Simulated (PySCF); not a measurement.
# A workflow on CH2FNOSn (SMILES O=C=[N][SnH2][F])

Wanted: a series of 9 runs (PBE0-D4/def2-TZVP, MP2/def2-TZVPP, PBE-D4/def2-TZVPP, r2SCAN-D4/def2-TZVPP, B3LYP-D4/def2-TZVPP, PBE0-D4/def2-TZVPP, wB97M-V/def2-TZVPP, B2PLYP/def2-TZVPP, and more) of CH2FNOSn. Input form: a Python script.

The results are computed with PySCF 2.14.0.

1 further run of the same task is left out (for a faulty analytic Hessian).

## 1. The structure to begin with

The species is CH2FNOSn (7 atoms), meant as a singlet with charge 0. SMILES: `O=C=[N][SnH2][F]`. All atoms were displaced at random from a relaxed shape. The run starts from this shape.

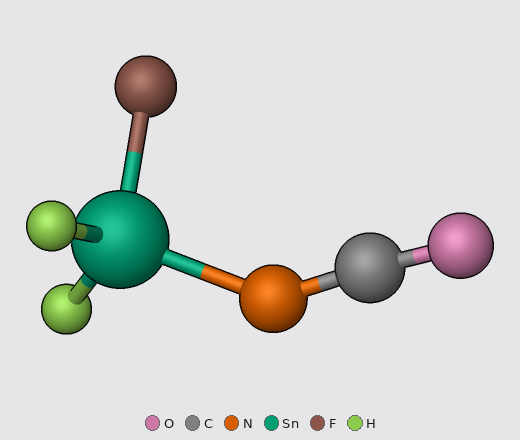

The structure, seen from a chosen angle (oxygen pink, carbon grey, nitrogen orange, tin teal, fluorine brown, hydrogen green).

## 2. A structure relaxation at PBE0-D4/def2-TZVP (density fitting with def2-universal-jkfit, core potential) (run 1)

The input, start.xyz:

```xyz
7

O     -0.199493    -2.929024    -0.892083
C     -0.141874    -1.930318    -0.275523
N      0.023471    -0.922132     0.430473
Sn     0.189455     1.034259     0.321263
F     -0.828029     1.508660    -1.232128
H     -0.602946     1.713337     1.619255
H      1.714291     1.416318    -0.057591
```

The input, job.py:

```python
from pyscf import gto, dft
from pyscf.geomopt.geometric_solver import kernel as optimise

mol = gto.M(
    atom='start.xyz',
    max_memory=1860,
    ecp={'Sn': 'def2-svp'},
    basis='def2-tzvp',
    charge=0,
    verbose=3,
    spin=0,
)

mf = dft.RKS(mol, xc='pbe0')
mf = mf.density_fit(auxbasis='def2-universal-jkfit')
mf.grids.level = 4
mf.max_cycle = 100
mf.disp = 'd4'
mf.conv_tol = 1e-09
converged, mol_eq = optimise(mf, maxsteps=100)
print('converged:', converged)
print(mol_eq.tostring())

mf.reset(mol_eq)
mol = mol_eq
mf.kernel()
etot = mf.e_tot
print('Final energy', etot)
```

Started as:

```console
$ OMP_NUM_THREADS=1 python job.py
```

The program printed:

```text
maxiter                   100
[... 33 lines left out ...]
> Convergence Criteria:
[... 21 lines left out ...]
converged SCF energy = -483.30683727337
[... 49 lines left out ...]
converged SCF energy = -483.312820066732
[... 74 lines left out ...]
converged SCF energy = -483.312849227186
[... 74 lines left out ...]
converged SCF energy = -483.312855371719
[... 63 lines left out ...]
Converged! =D
[... 1 line left out ...]
converged: True
O          -0.25043056       -2.88195991       -0.89965270
C          -0.10752440       -1.91244237       -0.27055415
N           0.04346083       -0.95593047        0.44336479
Sn          0.17850630        1.03525119        0.28431003
F          -0.84586147        1.46815061       -1.27479207
H          -0.62755131        1.70596632        1.61043719
H           1.78132100        1.45808965       -0.06228643
converged SCF energy = -483.312855841395
Final energy -483.3128558413948
```

It took 8.7 min on 1 thread of Arm Neoverse V1, shared host; peak memory 1.7 GiB.

Step by step:

| step | energy from the first frame kept (eV) | largest force (eV/Å) |
| --- | --- | --- |
| 0 | 0.0000 | 3.9902 |
| 1 | -0.1507 | 0.4489 |
| 2 | -0.1628 | 0.1394 |
| 3 | -0.1634 | 0.0364 |
| 4 | -0.1635 | 0.0225 |
| 5 | -0.1636 | 0.0258 |
| 6 | -0.1637 | 0.0200 |
| 7 | -0.1637 | 0.0111 |
| 8 | -0.1638 | 0.0050 |
| 9 | -0.1638 | 0.0052 |
| 10 | -0.1638 | 0.0026 |

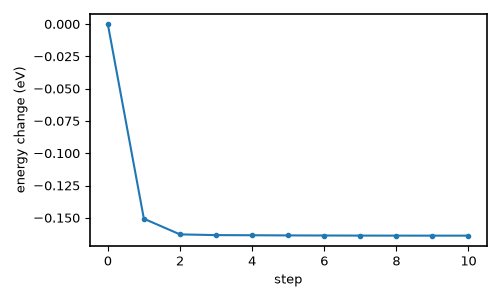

Energy along the run.

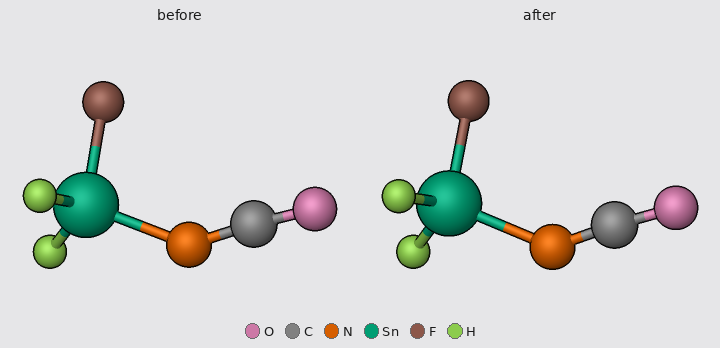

Before and after, at one scale.

After the run. Bond lengths: O1–C2 1.165 Å, C2–N3 1.203 Å, N3–Sn4 2.002 Å, Sn4–F5 1.915 Å, Sn4–H6 1.691 Å, Sn4–H7 1.693 Å. Angles: O1–C2–N3 176.3°, C2–N3–Sn4 138.8°, N3–Sn4–F5 104.7°, N3–Sn4–H6 107.5°, N3–Sn4–H7 109.2°, F5–Sn4–H6 107.1°, F5–Sn4–H7 106.5°, H6–Sn4–H7 120.8°.

## 3. The energy at MP2/def2-TZVPP (core potential) (run 3)

The input, run.py:

```python
from pyscf import gto, mp

system = gto.M(
    atom='''
O     -0.250431    -2.881960    -0.899653
C     -0.107524    -1.912442    -0.270554
N      0.043461    -0.955930     0.443365
Sn     0.178506     1.035251     0.284310
F     -0.845861     1.468151    -1.274792
H     -0.627551     1.705966     1.610437
H      1.781321     1.458090    -0.062286
''',
    ecp={'Sn': 'def2-svp'},
    max_memory=1860,
    verbose=3,
    basis='def2-tzvpp',
)

mf = system.RHF()
mf.conv_tol = 1e-10
mf.kernel()
if not mf.converged:
    mf = mf.newton().run(mf.mo_coeff, mf.mo_occ)

pt = mp.MP2(mf, frozen=8).run()
energy = pt.e_tot
print('E(%s) = %.9f' % ('MP2', energy))
```

Started as:

```console
$ OMP_NUM_THREADS=1 python run.py
```

The program printed:

```text
converged SCF energy = -481.302964724023
E(RMP2) = -482.441122904463  E_corr = -1.13815818043975
E(SCS-RMP2) = -482.390414709761  E_corr = -1.08744998573775
E(MP2) = -482.441122904
```

Run time: 2.1 min. Hardware: 1 thread of Arm Neoverse V1, shared host; peak memory 1.7 GiB.

Run 4 isn't shown in full; the table further down has it.

## 4. A single-point energy at r2SCAN-D4/def2-TZVPP (core potential) (run 5)

The input, job.py:

```python
from pyscf import gto, dft

mol = gto.M(
    atom='''
O     -0.473246    -5.446115    -1.700098
C     -0.203191    -3.613992    -0.511273
N      0.082129    -1.806446     0.837838
Sn     0.337327     1.956341     0.537268
F     -1.598446     2.774403    -2.409008
H     -1.185900     3.223809     3.043285
H      3.366209     2.755391    -0.117703
''',
    ecp={'Sn': 'def2-svp'},
    unit='bohr',
    verbose=3,
    basis='def2-tzvpp',
    max_memory=1860,
)

mf = dft.RKS(mol, xc='r2scan')
mf.grids.level = 5
mf.disp = 'd4'
mf.conv_tol = 1e-10
mf.kernel()
if not mf.converged:
    mf = mf.newton().run(mf.mo_coeff, mf.mo_occ)

etot = mf.e_tot
print('E = %.10f Eh' % etot)
```

Started as:

```console
$ OMP_NUM_THREADS=1 python job.py
```

The program printed:

```text
converged SCF energy = -483.545833638758
E = -483.5458336388 Eh
```

Run time: 4.6 min. Hardware: 1 thread of Arm Neoverse V1, shared host; peak memory 0.76 GiB.

Runs 6 to 9 aren't shown in full; the table further down has their settings and results.

## 5. The energy at HF/STO-3G (run 10)

The input, calc.py:

```python
from pyscf import gto

system = gto.M(
    atom='''
O     -0.473246    -5.446115    -1.700098
C     -0.203191    -3.613992    -0.511273
N      0.082129    -1.806446     0.837838
Sn     0.337327     1.956341     0.537268
F     -1.598446     2.774403    -2.409008
H     -1.185900     3.223809     3.043285
H      3.366209     2.755391    -0.117703
''',
    unit='bohr',
    max_memory=1860,
    spin=0,
    basis='sto-3g',
    verbose=3,
)

hf = system.RHF()
hf.conv_tol = 1e-10
hf.kernel()
if not hf.converged:
    hf = hf.newton().run(hf.mo_coeff, hf.mo_occ)

energy = hf.e_tot
print('E(%s) = %.9f' % ('HF', energy))
```

Started as:

```console
$ OMP_NUM_THREADS=1 python calc.py
```

The program printed:

```text
converged SCF energy = -6227.49570833995
E(HF) = -6227.495708340
```

Run time: 1.3 s. Hardware: 1 thread of Arm Neoverse V1, shared host; peak memory 0.13 GiB.

## 6. Overview of the runs

| run | level | task | integral approximation | energy (Eh) | dipole moment (D) of the reference | HOMO energy (eV) | LUMO energy (eV) | wall time |
| --- | --- | --- | --- | --- | --- | --- | --- | --- |
| 1 | PBE0-D4/def2-TZVP (density fitting with def2-universal-jkfit, core potential) | optimise | def2-universal-jkfit | -483.312856 | 3.91 | -8.62 | -1.08 | 8.7 min |
| 3 | MP2/def2-TZVPP (core potential) | energy | none | -482.441123 | 4.27 | -11.99 | 1.73 | 2.1 min |
| 4 | PBE-D4/def2-TZVPP (core potential) | energy | none | -483.312274 | 3.68 | -7.22 | -2.01 | 2.7 min |
| 5 | r2SCAN-D4/def2-TZVPP (core potential) | energy | none | -483.545834 | 3.80 | -7.54 | -1.68 | 4.6 min |
| 6 | B3LYP-D4/def2-TZVPP (core potential) | energy | none | -483.671111 | 3.90 | -8.38 | -1.41 | 2.6 min |
| 7 | PBE0-D4/def2-TZVPP (core potential) | energy | none | -483.313251 | 3.91 | -8.62 | -1.08 | 2.6 min |
| 8 | wB97M-V/def2-TZVPP (density fitting with def2-universal-jkfit, core potential) | energy | def2-universal-jkfit | -483.468232 | 3.91 | -10.86 | 0.61 | 3.6 min |
| 9 | B2PLYP/def2-TZVPP (core potential) | energy | none | -483.211518 | 4.10 | -9.86 | 0.02 | 3.1 min |
| 10 | HF/STO-3G | energy | none | -6227.495708 | 3.64 | -7.91 | 8.72 | 1.3 s |

## 7. Results

```
                        quantity           value
 run 10, HF/STO-3G: total energy  -6227.49571 Eh
run 10, HF/STO-3G: dipole moment          3.64 D
  run 10, HF/STO-3G: HOMO energy        -7.91 eV
  run 10, HF/STO-3G: LUMO energy         8.72 eV
run 10, HF/STO-3G: HOMO–LUMO gap        16.64 eV
```

Over runs 4, 5, 6, 7, 8, 9, 10 the dipole moment (its size) runs from 3.64 D (HF/STO-3G) to 4.10 D (B2PLYP/def2-TZVPP). The two ends differ in method and basis and core potential. A double hybrid's value is that of its SCF part. Over runs 4, 5, 6, 7, 8, 9, 10 the HOMO–LUMO gap runs from 5.21 eV (PBE-D4/def2-TZVPP) to 16.64 eV (HF/STO-3G). Totals of different functionals can't be ranked against each other. Some runs of one species differ in core potentials or relativity; totals across that change don't compare. In run 10 the basis is minimal, so the values are rough. In run 10 relativity is left out where basis or elements ask for it. All runs together took 30 min, the longest 8.7 min.
